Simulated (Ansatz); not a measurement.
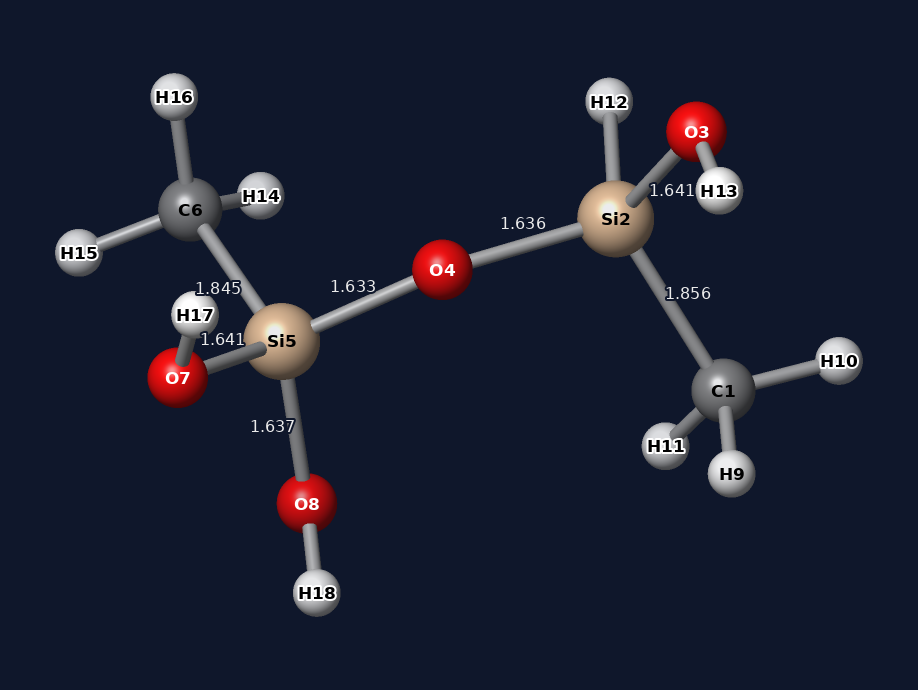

Bond lengths are marked in Å; every bond is drawn as one stick. The computed structure is the end point of a PBE0-D4/def2-TZVP optimisation. No frequency run is at hand to confirm it as a minimum.

Question: Assign a bond order to each marked bond.

Answer: C1–Si2 single; Si2–O3 single; Si2–O4 single; O4–Si5 single; Si5–C6 single; Si5–O7 single; Si5–O8 single.

Question: Write the SMILES.

Answer: C[Si@H](O)O[Si](C)(O)O
